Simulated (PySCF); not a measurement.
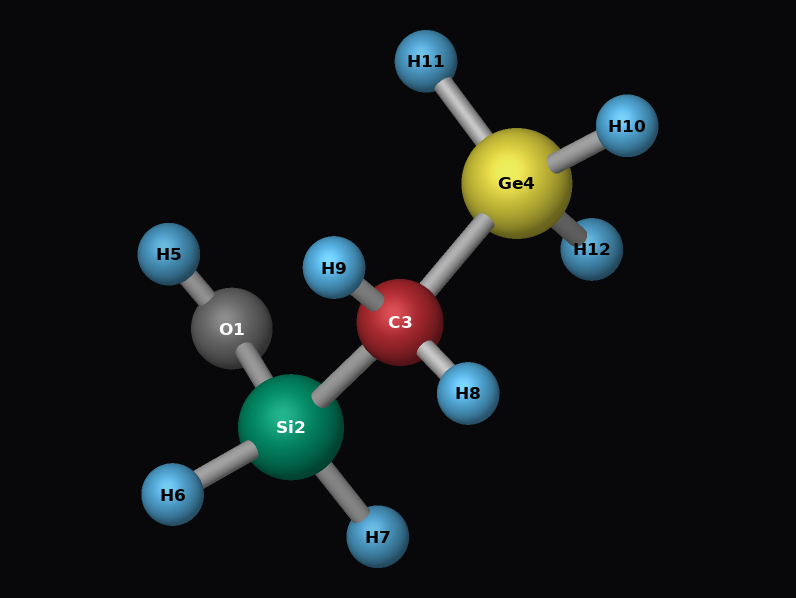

Computed geometry: PBE0-D3(BJ)/def2-SVP optimisation. No frequency run is at hand to confirm it as a minimum. Level of theory: delta-SCF UKS SCAN, pcX-2 on the ionised atom, pcseg-1 elsewhere, spin-free X2C (PySCF 2.14.0).

Give the core-electron binding energies (to vacuum; p and d levels without spin–orbit splitting) of O1 1s, Si2 1s, Si2 2p, C3 1s.

```json
{"atom": "O1", "level": "1s", "binding energy (eV)": "538.5"}
{"atom": "Si2", "level": "1s", "binding energy (eV)": "1847.1"}
{"atom": "Si2", "level": "2p", "binding energy (eV)": "107.4"}
{"atom": "C3", "level": "1s", "binding energy (eV)": "290.0"}
```
